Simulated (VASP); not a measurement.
Energy against volume of Ni3Si (L1_2). All values below come from SCAN meta-GGA, VASP's PBE PAW potentials (set 64) (plane waves; VASP 6.6.1).

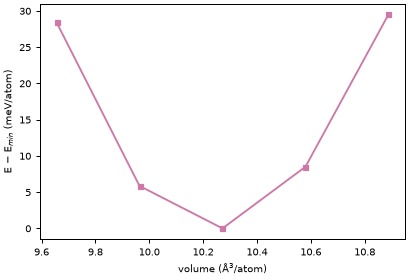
*Energy against volume*

Task: Estimate the equilibrium volume and the bulk modulus.

Result: The minimum lies near 10.2 Å³/atom, and the curvature gives B0 of about 250 GPa.

Measured: a 3.510 Å (computed value off by -1.8 %), as given by Metallic Nickel Silicides: Experiments and Theory for NiSi and First Principles Calculations for Other Phases, …. The calculation is for a static lattice, while the measured a holds thermal and zero-point effects, which are part of the difference.

The compound is Ni3Si in the L1_2 structure. It was relaxed first, which changed the volume by -5 %. The run is not spin-polarised, so no magnetic state was tried.
